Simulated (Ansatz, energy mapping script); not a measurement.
# GdN in the rock-salt structure: exchange couplings from total energies, part 2 of 3

How strongly do the moments of GdN in the rock-salt structure couple under PBE+U (6 eV)? The plan is to run several orders and fit a Heisenberg model.

PBE with U = 6 eV on Gd f, ortho-atomic projectors; plane waves, U on orthogonalised atomic orbitals unless named otherwise, collinear spin, no spin–orbit coupling.

So far. Step 4 (Order 1: parallel, cell A of 4 atoms): The run ends ferromagnetic.

**5. Order 2: compensated +−, cell A of 4 atoms**

This order reverses 6 of the 12 neighbours at 3.54 Å, 6 of the 6 neighbours at 5.00 Å and 12 of the 24 neighbours at 6.13 Å, counted for an average magnetic atom.

Contents of input.yaml:

```yaml
crystal:
  lattice:
    - [0.0, -2.502081428, -2.502081428]
    - [-2.502081428, 0.0, -2.502081428]
    - [2.502081428, 2.502081428, -5.004162856]
  atoms:
    - { symbol: Gd, position: [0.5, 0.5, 0.5], spin: 7.0 }
    - { symbol: Gd, position: [0.0, 0.0, 0.0], spin: -7.0 }
    - { symbol: "N", position: [0.75, 0.75, 0.75] }
    - { symbol: "N", position: [0.25, 0.25, 0.25] }
magnetization:
  spin_polarized: true
kpoints:
  mp_grid: { grid: [12, 12, 12] }
hamiltonian:
  xc: pbe
  hubbard:
    sites:
      - { species: Gd, l: f, u_eff: 6.0 }
      - { site: 0, l: f, u_eff: 6.0, starting_ns: [{ spin: up, occupation_matrix: gd1_major }, { spin: down, occupation_matrix: gd1_minor }] }
      - { site: 1, l: f, u_eff: 6.0, starting_ns: [{ spin: up, occupation_matrix: gd1_minor }, { spin: down, occupation_matrix: gd1_major }] }
    projectors: ortho-atomic
    occupation_matrices:
      gd1_major:
        matrix:
          - [0.998, 0.0, 0.0, 0.0, 0.0, 0.0, 0.0]
          - [0.0, 0.999, 0.0, 0.0, 0.0, 0.0, 0.0]
          - [0.0, 0.0, 0.999, 0.0, 0.0, 0.0, 0.0]
          - [0.0, 0.0, 0.0, 0.999, 0.0, 0.0, 0.0]
          - [0.0, 0.0, 0.0, 0.0, 0.999, 0.0, 0.0]
          - [0.0, 0.0, 0.0, 0.0, 0.0, 0.998, 0.0]
          - [0.0, 0.0, 0.0, 0.0, 0.0, 0.0, 0.998]
      gd1_minor:
        matrix:
          - [0.011, 0.0, 0.0, 0.0, 0.0, 0.0, 0.0]
          - [0.0, 0.007, 0.0, 0.0, 0.0, -0.004, 0.0]
          - [0.0, 0.0, 0.007, 0.0, 0.0, 0.0, 0.004]
          - [0.0, 0.0, 0.0, 0.004, 0.0, 0.0, 0.0]
          - [0.0, 0.0, 0.0, 0.0, 0.001, 0.0, 0.0]
          - [0.0, -0.004, 0.0, 0.0, 0.0, 0.009, 0.0]
          - [0.0, 0.0, 0.004, 0.0, 0.0, 0.0, 0.009]
scf:
  occupations: { method: fermi_dirac, width: 0.05 }
output:
  eigenvalues: true
  write_density: true
  write_potential: true
  elf: true
  volumetric_format: npy
```

Run with:

```console
$ ansatz run input.yaml --threads 4 --pin off --max-ram 8192MiB --backend cpu --events-out ev --progress --plain --runs-dir out
```

Numbers of over 12 decimals in the logs are rounded to 6 here.

Output:

```text
[...]
Crystal: 4 atoms, lattice volume = 62.656 Å³
Basis set: ecut = 420 eV, 1219 PW (Γ)
Bands: 36, of which v1, the nominal top of the filled ones, is band 23 counted from 1 (22 counted from 0)
Symmetry: 4 space group operations
k-points: 476 of 1728
[...]
Starting moments: Σ|m| = 14 μB on 2 of 4 sites
[...]
the translation (0.5, 0.5, 0.5) carries every atom to within crystal.symmetry.tolerance of an atom of its element with the starting moment reversed, but both spin channels are solved: the dense FFT box has an odd point count along it
SCF iter   1: F=—  HF=-19438.262335 eV  |F-HF|=—  |Δ(HF+E_count)|=         —  Δρ=4.95e-2 (↑4.95e-2 ↓4.95e-2)  dr2=2.15e0  dr2_m=8.84e-1  M=-0.000 μB ∫|m|=14.183 μB  β_m=1.00  ethr=3.10e-3  ⟨swp⟩=5.3  Hψ=121115  notcnv=0  defer=1402
[...]
SCF iter  12: F=-19438.145025 eV  HF=-19438.145025 eV  |F-HF|=3.44e-9  |Δ(HF+E_count)|=   1.34e-7  Δρ=1.13e-6 (↑1.13e-6 ↓1.13e-6)  dr2=2.10e-9  dr2_m=5.18e-11  M=-0.000 μB ∫|m|=14.258 μB  ethr=2.17e-10  ⟨swp⟩=10.1  Hψ=143042  notcnv=0
SCF 1 converged in 12 iterations: F = -19438.145025 eV  dr2 = 2.10e-9
[...]
SCF converged after 12 iterations
Magnetization: -0.0000 μB (23.0000 up, 23.0000 down)
Absolute magnetization: 14.2577 μB (∫|ρ↑−ρ↓|, with the PAW one-centre terms)
[...]
Per-site moments (μB) at R_I (Å): [(6.926407, 1.03210858905), (-6.926407, 1.032109), (2.2230054272156982e-7, 1.03210858905), (2.223005430926951e-7, 1.032109)]
Free energy (F): -19438.145025 eV
[...]
Internal energy: -19438.144149 eV  (E = F + TS)
E sigma→0 (E₀):  -19438.144587 eV
Entropy (-TS):   -0.000876 eV (-0.219 meV/atom)
Fermi energy:    14.227142 eV
[...]
--- Specified on-site occupations, and those of the state reported ---
  electrons in the specified blocks: 14.0760 specified, 14.0736 found
[...]
--- Band table (eV; the first three rows and the last of 952) ---
  k-point 0 ↑: bands = [... 19 lower, 11.8772, 14.1978, 14.2053, 14.2053, 17.1334, 17.1334, 17.1414, 17.7520, ... 9 higher]
  k-point 1 ↑: bands = [... 19 lower, 11.9045, 14.0765, 14.1416, 14.1416, 17.1409, 17.1732, 17.1732, 17.8656, ... 9 higher]
  k-point 2 ↑: bands = [... 19 lower, 11.9855, 13.7573, 13.9668, 13.9668, 17.1341, 17.2869, 17.2869, 18.1701, ... 9 higher]
  k-point 475 ↓: bands = [... 19 lower, 12.5205, 12.5501, 12.7176, 12.9293, 16.2265, 17.0362, 18.8335, 18.9076, ... 9 higher]
Occupation matrices written to <dir>
```

Run time: 36 s. Hardware: 4 threads of Arm Neoverse V2, shared host; peak memory 1.9 GiB; 2.4 min of CPU time.

Spin moment in the sphere by atom:

| atom | spin moment in the sphere (μB) |
| --- | --- |
| Gd1 | 6.93 |
| Gd2 | -6.93 |
| N3 | 0.00 |
| N4 | 0.00 |

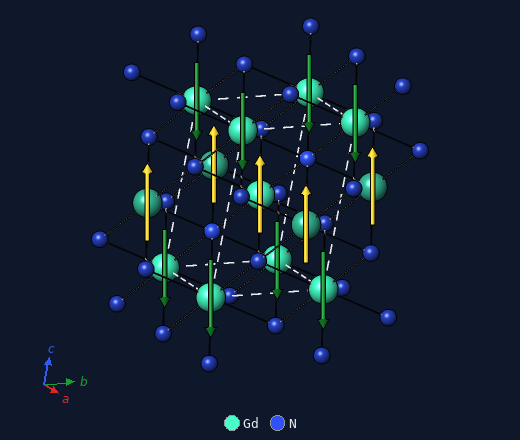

Spin moment in the sphere as arrows, the longest 6.93 μB. Up and down stand for the sign. Arrows give size and sign along the axis of quantisation, drawn up and down the page. The two directions have two colours. Some periodic images of atoms are drawn too.

The run ends antiferromagnetic, 9.60 meV a magnetic atom above the parallel order of its cell.

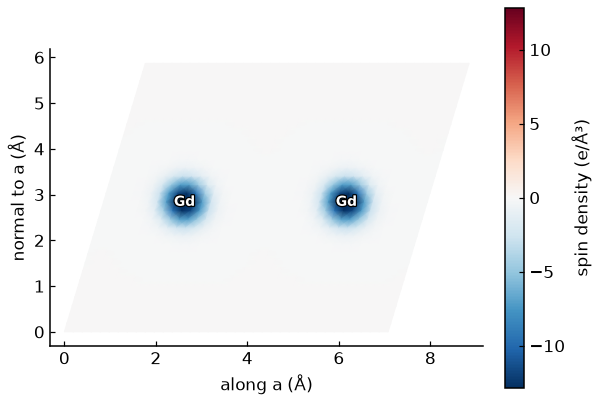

Spin density in the ac plane at fractional y = 0.000, with atoms of Gd within 0.2 Å of it. The map starts off the cell's origin, so that atoms lie inside it.

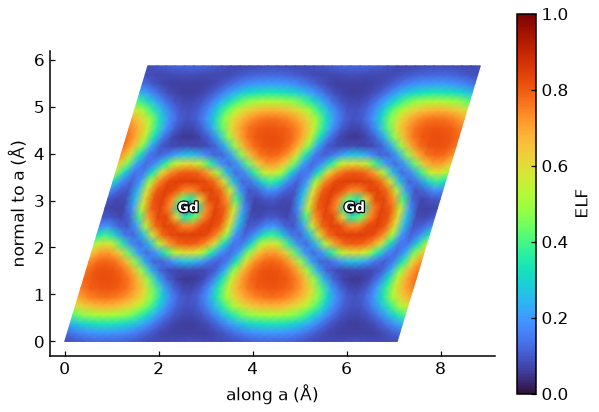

ELF in the ac plane at fractional y = 0.000, with atoms of Gd within 0.2 Å of it. It is the smooth field of the valence electrons, not physical close to the nuclei. The map starts off the cell's origin, so that atoms lie inside it.

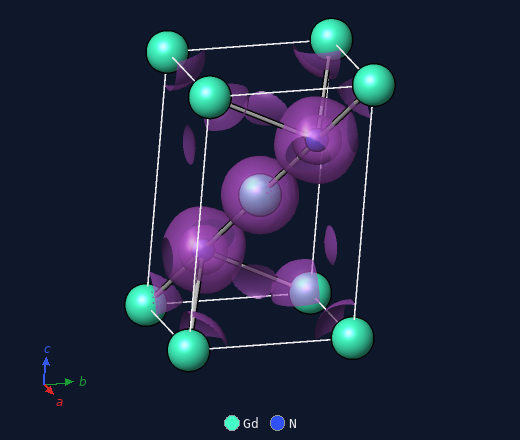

Surface of ELF = 0.77. Bonds to atoms that aren't drawn are left out.

**6. Order 3: parallel, cell B of 4 atoms**

The parallel order again, as the reference for this cell.

This run holds the same structure in another cell (c 6.129 → 5.004 Å, α 73.2 → 90.0°, β 73.2 → 90.0°, γ 60.0 → 90.0°).

input.yaml, as its differences from that of step 5:

```diff
@@ -3,9 +3,9 @@
     - [0.0, -2.502081428, -2.502081428]
-    - [-2.502081428, 0.0, -2.502081428]
-    - [2.502081428, 2.502081428, -5.004162856]
+    - [0.0, 2.502081428, -2.502081428]
+    - [5.004162856, 0.0, 0.0]
   atoms:
     - { symbol: Gd, position: [0.5, 0.5, 0.5], spin: 7.0 }
-    - { symbol: Gd, position: [0.0, 0.0, 0.0], spin: -7.0 }
-    - { symbol: "N", position: [0.75, 0.75, 0.75] }
-    - { symbol: "N", position: [0.25, 0.25, 0.25] }
+    - { symbol: Gd, position: [0.0, 0.0, 0.0], spin: 7.0 }
+    - { symbol: "N", position: [0.5, 0.5, 0.0] }
+    - { symbol: "N", position: [0.0, 0.0, 0.5] }
 magnetization:
@@ -13,3 +13,3 @@
 kpoints:
-  mp_grid: { grid: [12, 12, 12] }
+  mp_grid: { grid: [10, 10, 7] }
 hamiltonian:
@@ -20,3 +20,3 @@
       - { site: 0, l: f, u_eff: 6.0, starting_ns: [{ spin: up, occupation_matrix: gd1_major }, { spin: down, occupation_matrix: gd1_minor }] }
-      - { site: 1, l: f, u_eff: 6.0, starting_ns: [{ spin: up, occupation_matrix: gd1_minor }, { spin: down, occupation_matrix: gd1_major }] }
+      - { site: 1, l: f, u_eff: 6.0, starting_ns: [{ spin: up, occupation_matrix: gd1_major }, { spin: down, occupation_matrix: gd1_minor }] }
     projectors: ortho-atomic
@@ -45,5 +45 @@
   eigenvalues: true
-  write_density: true
-  write_potential: true
-  elf: true
-  volumetric_format: npy
```

Output:

```text
[...]
Crystal: 4 atoms, lattice volume = 62.656 Å³
Basis set: ecut = 420 eV, 1229 PW (Γ)
Bands: 36, of which v1, the nominal top of the filled ones, is band 23 counted from 1 (22 counted from 0)
Symmetry: 16 space group operations
k-points: 124 of 700
[...]
Starting moments: Σ|m| = 14 μB on 2 of 4 sites
[...]
k-point 1 ↑: bands = [... 19 lower, 7.7928, 7.7961, 7.8490, 7.8496, 7.8496, 12.6162, 13.7986, 13.9638, ... 9 higher]
  k-point 2 ↑: bands = [... 19 lower, 7.7881, 7.8062, 7.8305, 7.8330, 7.8330, 12.0135, 12.6345, 13.9805, ... 9 higher]
  k-point 123 ↓: bands = [... 19 lower, 18.2936, 18.9661, 18.9661, 18.9852, 18.9852, 19.0521, 19.0521, 19.1015, ... 9 higher]
Occupation matrices written to <dir>
[key lines of the parts left out:]
SCF converged after 13 iterations
Magnetization: 13.9999 μB (30.0000 up, 16.0000 down)
Free energy (F): -19438.165548 eV
Fermi energy:    14.331367 eV
```

Run time: 8.7 s. Hardware: 4 threads; peak memory 0.72 GiB; 33 s of CPU time.

The run ends ferromagnetic. For each magnetic atom its energy differs from the parallel run of the first cell by -0.64 meV, an error that one common reference would have brought in.

**7. Order 4: compensated +−, cell B of 4 atoms**

This order reverses 8 of the 12 neighbours at 3.54 Å, 0 of the 6 neighbours at 5.00 Å and 16 of the 24 neighbours at 6.13 Å, counted for an average magnetic atom.

input.yaml, as its differences from that of step 6:

```diff
@@ -7,3 +7,3 @@
     - { symbol: Gd, position: [0.5, 0.5, 0.5], spin: 7.0 }
-    - { symbol: Gd, position: [0.0, 0.0, 0.0], spin: 7.0 }
+    - { symbol: Gd, position: [0.0, 0.0, 0.0], spin: -7.0 }
     - { symbol: "N", position: [0.5, 0.5, 0.0] }
@@ -20,3 +20,3 @@
       - { site: 0, l: f, u_eff: 6.0, starting_ns: [{ spin: up, occupation_matrix: gd1_major }, { spin: down, occupation_matrix: gd1_minor }] }
-      - { site: 1, l: f, u_eff: 6.0, starting_ns: [{ spin: up, occupation_matrix: gd1_major }, { spin: down, occupation_matrix: gd1_minor }] }
+      - { site: 1, l: f, u_eff: 6.0, starting_ns: [{ spin: up, occupation_matrix: gd1_minor }, { spin: down, occupation_matrix: gd1_major }] }
     projectors: ortho-atomic
```

Output:

```text
[...]
Crystal: 4 atoms, lattice volume = 62.656 Å³
Basis set: ecut = 420 eV, 1229 PW (Γ)
Bands: 36, of which v1, the nominal top of the filled ones, is band 23 counted from 1 (22 counted from 0)
Symmetry: 8 space group operations
k-points: 124 of 700
[...]
Starting moments: Σ|m| = 14 μB on 2 of 4 sites
[...]
k-point 1 ↑: bands = [... 19 lower, 13.8206, 13.8206, 14.1840, 14.1840, 14.2611, 16.9860, 17.4477, 17.4477, ... 9 higher]
  k-point 2 ↑: bands = [... 19 lower, 13.6961, 13.6961, 14.0410, 14.0410, 14.5319, 16.4288, 18.1505, 18.1505, ... 9 higher]
  k-point 123 ↓: bands = [... 19 lower, 12.8453, 12.8453, 12.9570, 12.9570, 17.0721, 17.0721, 18.6528, 18.6528, ... 9 higher]
Occupation matrices written to <dir>
[key lines of the parts left out:]
SCF converged after 12 iterations
Magnetization: 0.0000 μB (23.0000 up, 23.0000 down)
Free energy (F): -19438.142496 eV
Fermi energy:    14.234844 eV
```

The job ended after 4.3 s (4 threads; peak memory 0.71 GiB; 16 s of CPU time).

The run ends antiferromagnetic, 11.65 meV a magnetic atom above the parallel order of its cell.

**8. Order 5: parallel, cell C of 6 atoms**

A new cell needs its own zero of energy.

input.yaml, as its differences from that of step 7:

```diff
@@ -3,9 +3,11 @@
     - [0.0, -2.502081428, -2.502081428]
-    - [0.0, 2.502081428, -2.502081428]
-    - [5.004162856, 0.0, 0.0]
+    - [-5.004162856, 0.0, 0.0]
+    - [2.502081428, 5.004162856, -2.502081428]
   atoms:
-    - { symbol: Gd, position: [0.5, 0.5, 0.5], spin: 7.0 }
-    - { symbol: Gd, position: [0.0, 0.0, 0.0], spin: -7.0 }
-    - { symbol: "N", position: [0.5, 0.5, 0.0] }
-    - { symbol: "N", position: [0.0, 0.0, 0.5] }
+    - { symbol: Gd, position: [0.666666667, 0.666666667, 0.333333333], spin: 7.0 }
+    - { symbol: Gd, position: [0.333333333, 0.333333333, 0.666666667], spin: 7.0 }
+    - { symbol: Gd, position: [0.0, 0.0, 0.0], spin: 7.0 }
+    - { symbol: "N", position: [0.666666667, 0.166666667, 0.333333333] }
+    - { symbol: "N", position: [0.333333333, 0.833333333, 0.666666667] }
+    - { symbol: "N", position: [0.0, 0.5, 0.0] }
 magnetization:
@@ -13,3 +15,3 @@
 kpoints:
-  mp_grid: { grid: [10, 10, 7] }
+  mp_grid: { grid: [11, 11, 11] }
 hamiltonian:
@@ -20,3 +22,4 @@
       - { site: 0, l: f, u_eff: 6.0, starting_ns: [{ spin: up, occupation_matrix: gd1_major }, { spin: down, occupation_matrix: gd1_minor }] }
-      - { site: 1, l: f, u_eff: 6.0, starting_ns: [{ spin: up, occupation_matrix: gd1_minor }, { spin: down, occupation_matrix: gd1_major }] }
+      - { site: 1, l: f, u_eff: 6.0, starting_ns: [{ spin: up, occupation_matrix: gd1_major }, { spin: down, occupation_matrix: gd1_minor }] }
+      - { site: 2, l: f, u_eff: 6.0, starting_ns: [{ spin: up, occupation_matrix: gd1_major }, { spin: down, occupation_matrix: gd1_minor }] }
     projectors: ortho-atomic
```

Output:

```text
[...]
Crystal: 6 atoms, lattice volume = 93.984 Å³
Basis set: ecut = 420 eV, 1821 PW (Γ)
Bands: 54, of which v1, the nominal top of the filled ones, is band 35 counted from 1 (34 counted from 0)
Symmetry: 12 space group operations
k-points: 366 of 1331
[...]
Starting moments: Σ|m| = 21 μB on 3 of 6 sites
[...]
k-point 1 ↑: bands = [... 31 lower, 7.8515, 7.8517, 7.8536, 7.8553, 7.8849, 11.1368, 11.8588, 12.3015, ... 15 higher]
  k-point 2 ↑: bands = [... 31 lower, 7.8362, 7.8400, 7.8471, 7.8538, 7.8762, 10.9731, 12.1655, 12.3344, ... 15 higher]
  k-point 365 ↓: bands = [... 31 lower, 18.9037, 18.9665, 18.9701, 18.9851, 19.0449, 19.0582, 19.0648, 19.0728, ... 15 higher]
Occupation matrices written to <dir>
[key lines of the parts left out:]
SCF converged after 13 iterations
Magnetization: 20.9999 μB (45.0000 up, 24.0000 down)
Free energy (F): -29157.246938 eV
Fermi energy:    14.349269 eV
```

Elapsed: 63 s, on 4 threads; peak memory 2.9 GiB; 4 min of CPU time.

The run ends ferromagnetic. For each magnetic atom its energy differs from the parallel run of the first cell by -0.13 meV, an error that one common reference would have brought in.

**9. Uncompensated ++− start in cell C (6 atoms)**

This order reverses 6.67 of the 12 neighbours at 3.54 Å, 2.67 of the 6 neighbours at 5.00 Å and 8 of the 24 neighbours at 6.13 Å, counted for an average magnetic atom.

input.yaml, as its differences from that of step 8:

```diff
@@ -8,3 +8,3 @@
     - { symbol: Gd, position: [0.333333333, 0.333333333, 0.666666667], spin: 7.0 }
-    - { symbol: Gd, position: [0.0, 0.0, 0.0], spin: 7.0 }
+    - { symbol: Gd, position: [0.0, 0.0, 0.0], spin: -7.0 }
     - { symbol: "N", position: [0.666666667, 0.166666667, 0.333333333] }
@@ -23,3 +23,3 @@
       - { site: 1, l: f, u_eff: 6.0, starting_ns: [{ spin: up, occupation_matrix: gd1_major }, { spin: down, occupation_matrix: gd1_minor }] }
-      - { site: 2, l: f, u_eff: 6.0, starting_ns: [{ spin: up, occupation_matrix: gd1_major }, { spin: down, occupation_matrix: gd1_minor }] }
+      - { site: 2, l: f, u_eff: 6.0, starting_ns: [{ spin: up, occupation_matrix: gd1_minor }, { spin: down, occupation_matrix: gd1_major }] }
     projectors: ortho-atomic
```

Output:

```text
[...]
Crystal: 6 atoms, lattice volume = 93.984 Å³
Basis set: ecut = 420 eV, 1821 PW (Γ)
Bands: 54, of which v1, the nominal top of the filled ones, is band 35 counted from 1 (34 counted from 0)
Symmetry: 4 space group operations
k-points: 366 of 1331
[...]
Starting moments: Σ|m| = 21 μB on 3 of 6 sites
[...]
k-point 1 ↑: bands = [... 31 lower, 12.2981, 12.7352, 12.8369, 12.8723, 14.1067, 14.1944, 14.2611, 16.5646, ... 15 higher]
  k-point 2 ↑: bands = [... 31 lower, 12.3847, 12.7681, 12.9205, 13.1719, 13.6234, 13.8861, 14.1232, 15.8780, ... 15 higher]
  k-point 365 ↓: bands = [... 31 lower, 17.4187, 17.8198, 18.4246, 18.7133, 18.7746, 18.8850, 18.9414, 18.9544, ... 15 higher]
Occupation matrices written to <dir>
[key lines of the parts left out:]
SCF converged after 13 iterations
Magnetization: 6.9988 μB (37.9994 up, 31.0006 down)
Free energy (F): -29157.217579 eV
Fermi energy:    14.262049 eV
```

The job ended after 71 s (4 threads; peak memory 3 GiB).

The run ends ferrimagnetic, 9.70 meV a magnetic atom above the parallel order of its cell.

**10. Order 7: parallel, cell D of 6 atoms**

A new cell needs its own zero of energy.

This run holds the same structure in another cell (b 5.004 → 3.538 Å, c 6.129 → 7.912 Å, α 114.1 → 102.9°, β 106.8 → 102.9°).

input.yaml, as its differences from that of step 9:

```diff
@@ -2,12 +2,12 @@
   lattice:
-    - [0.0, -2.502081428, -2.502081428]
-    - [-5.004162856, 0.0, 0.0]
-    - [2.502081428, 5.004162856, -2.502081428]
+    - [0.0, 2.502081428, 2.502081428]
+    - [0.0, 2.502081428, -2.502081428]
+    - [-7.506244284, -2.502081428, 0.0]
   atoms:
+    - { symbol: Gd, position: [0.0, 0.0, 0.0], spin: 7.0 }
+    - { symbol: Gd, position: [0.333333333, 0.333333333, 0.666666667], spin: 7.0 }
     - { symbol: Gd, position: [0.666666667, 0.666666667, 0.333333333], spin: 7.0 }
-    - { symbol: Gd, position: [0.333333333, 0.333333333, 0.666666667], spin: 7.0 }
-    - { symbol: Gd, position: [0.0, 0.0, 0.0], spin: -7.0 }
-    - { symbol: "N", position: [0.666666667, 0.166666667, 0.333333333] }
-    - { symbol: "N", position: [0.333333333, 0.833333333, 0.666666667] }
-    - { symbol: "N", position: [0.0, 0.5, 0.0] }
+    - { symbol: "N", position: [0.833333333, 0.833333333, 0.666666667] }
+    - { symbol: "N", position: [0.166666667, 0.166666667, 0.333333333] }
+    - { symbol: "N", position: [0.5, 0.5, 0.0] }
 magnetization:
@@ -23,3 +23,3 @@
       - { site: 1, l: f, u_eff: 6.0, starting_ns: [{ spin: up, occupation_matrix: gd1_major }, { spin: down, occupation_matrix: gd1_minor }] }
-      - { site: 2, l: f, u_eff: 6.0, starting_ns: [{ spin: up, occupation_matrix: gd1_minor }, { spin: down, occupation_matrix: gd1_major }] }
+      - { site: 2, l: f, u_eff: 6.0, starting_ns: [{ spin: up, occupation_matrix: gd1_major }, { spin: down, occupation_matrix: gd1_minor }] }
     projectors: ortho-atomic
```

Output:

```text
[...]
Crystal: 6 atoms, lattice volume = 93.984 Å³
Basis set: ecut = 420 eV, 1857 PW (Γ)
Bands: 54, of which v1, the nominal top of the filled ones, is band 35 counted from 1 (34 counted from 0)
Symmetry: 24 space group operations
k-points: 216 of 1331
[...]
Starting moments: Σ|m| = 21 μB on 3 of 6 sites
[...]
k-point 1 ↑: bands = [... 31 lower, 7.7921, 7.8062, 7.8546, 7.8547, 7.8547, 11.6786, 12.0669, 13.9287, ... 15 higher]
  k-point 2 ↑: bands = [... 31 lower, 7.7958, 7.8028, 7.8510, 7.8514, 7.8514, 11.6173, 12.3296, 13.9177, ... 15 higher]
  k-point 215 ↓: bands = [... 31 lower, 18.9499, 18.9569, 18.9872, 18.9947, 19.0154, 19.0180, 19.0324, 19.0426, ... 15 higher]
Occupation matrices written to <dir>
[key lines of the parts left out:]
SCF converged after 13 iterations
Magnetization: 20.9999 μB (44.9999 up, 24.0001 down)
Free energy (F): -29157.247097 eV
Fermi energy:    14.345521 eV
```

It took 39 s on 4 threads; peak memory 1.8 GiB.

The run ends ferromagnetic. For each magnetic atom its energy differs from the parallel run of the first cell by -0.20 meV, an error that one common reference would have brought in.

(Continued in part 3 of 3.)

[Logs and program files are shortened in this print: banners, set-up blocks, solver, clock and traceback lines can be left out without a mark of their own.]

[Logs are printed without paths, hosts, clocks, repeated set-up lines and the standing remarks that a program may print on its own settings, such as how far it seeks lower states.]

[Hosts, paths, dates, database ids (printed as entryN), source tags and the programs' standing remarks are cut or masked in the printed files.]

[Where a cell is said to come from a database of computed structures, the database is the Materials Project.]
